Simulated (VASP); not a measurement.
Energy against volume of NiSi₂ (fluorite). All values below come from revPBE GGA, VASP's PBE PAW potentials (set 64) (plane waves; VASP).

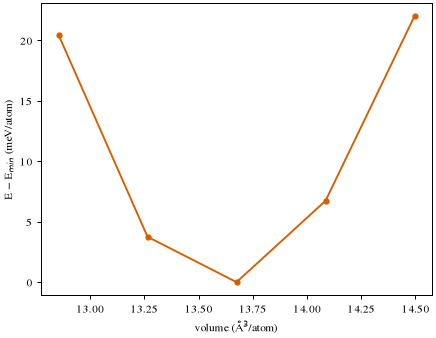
Fig. 1. Energy against volume

**Question.** Estimate the equilibrium volume and the bulk modulus.

**Answer.** The minimum lies near 13.6 Å³/atom, and the curvature gives B0 of about 140 GPa.

Measured: a 5.406 Å (computed value off by +1.1 %), as given by Wikipedia, Nickel silicide. The calculation is for a static lattice, while the measured a holds thermal and zero-point effects, which are part of the difference.

The compound is NiSi2 in the fluorite structure. It was relaxed first. The run is not spin-polarised, so no magnetic state was tried.
